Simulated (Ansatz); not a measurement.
Results of PBEsol-D3(BJ) in Ansatz (PAW) for rock-salt TbN.

Run with plane-wave cutoff 520 eV, 20×20×20 k mesh, Fermi–Dirac smearing 0.05 eV, spin-polarised with parallel moments, scalar-relativistic PAW data made under PBE.

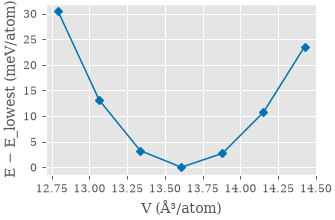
Figure. Total energy against volume

Question: From the curve, estimate the equilibrium volume and the bulk modulus.

Answer: V0 ≈ 13.6 Å³/atom and B0 ≈ 170 GPa; the fit gives V0 = 13.616 Å³/atom, B0 = 174 GPa, B′ = 4.5.

Measured, for comparison: equilibrium volume per atom 14.90 Å³/atom (temperature not stated, not corrected to a static lattice; as tabulated in Natali et al. (2013), arXiv:1208.2410). Computed (rounded) less measured: equilibrium volume per atom -8.6 %. For the largest miss, another phase or state or a fault of the measured value is possible beside the level's own.

Note: the magnetic order was assumed, not searched for or taken from measurement; the 4f shell is treated without U or exact exchange, so its levels and filling can be wrong; the volume lies 9 % below that of the published cell.

Spin–orbit coupling is not included; it can open a gap where bands touch, and shift volumes and moduli.

Static lattice: no zero-point or thermal effects.

Ansatz is an electronic-structure program.
